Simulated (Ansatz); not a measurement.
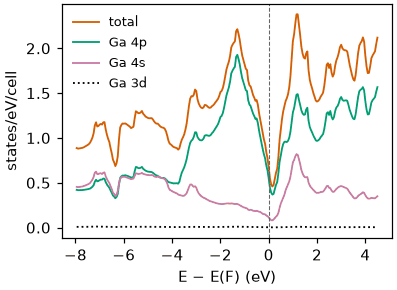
Total and projected density of states of Ga (α-Ga, space group No. 64), the program Ansatz at the PBE+D3(BJ) level (PAW)

Question: Which orbitals carry the states next to the Fermi level?

Answer: Within 0.5 eV of the Fermi level: Ga 4p 81 %, Ga 4s 17 %. Projections are on Löwdin-orthogonalised atomic valence shells; empty p or d shells of many metals are not among them.

Question: Where is the tallest occupied peak in this window, and what makes it?

Answer: Near -1.3 eV, about 2.2 states/eV per cell; the largest projected share is Ga 4p.

Space group Cmce (α-Ga). The cell was relaxed with PBE+D3(BJ) under the symmetry of its start. The pairwise dispersion correction was not fitted to metals. Scalar-relativistic: spin–orbit coupling is off unless named, which matters more the heavier the elements.

Potentials: the earlier of the program's two PAW sets.
